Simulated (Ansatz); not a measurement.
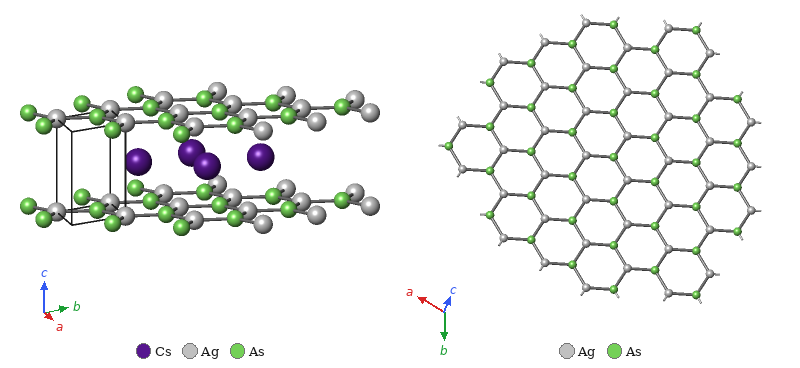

Left: the structure. Right: its underlying net. Nodes are coloured by element. One layer is drawn. Edges to nodes outside the piece are drawn as stubs.

The compound is CsAgAs (space group P-6m2, No. 187), taken as the end point of a relaxation with Ansatz 0.2.0, DFT PBE, scalar-relativistic, plane waves, PAW; the starting structure was generated, so it need not be a known form of this composition.

Bonds are taken as Ag–As below 2.9 Å; Cs is left out of the net, as the electropositive filling of the structure. Simplification: prune 0- and 1-connected atoms, fold 2-connected ones into links.

The result is a uninodal 3-connected, two-periodic (layers) net: Ag and As are 3-connected nodes. It is the hcb net, known from graphene. The layers lie parallel to (001).

| node | links | point symbol | coordination sequence |
| --- | --- | --- | --- |
| Ag and As | 3 | 6³ | 3 6 9 12 15 18 21 24 27 30 |
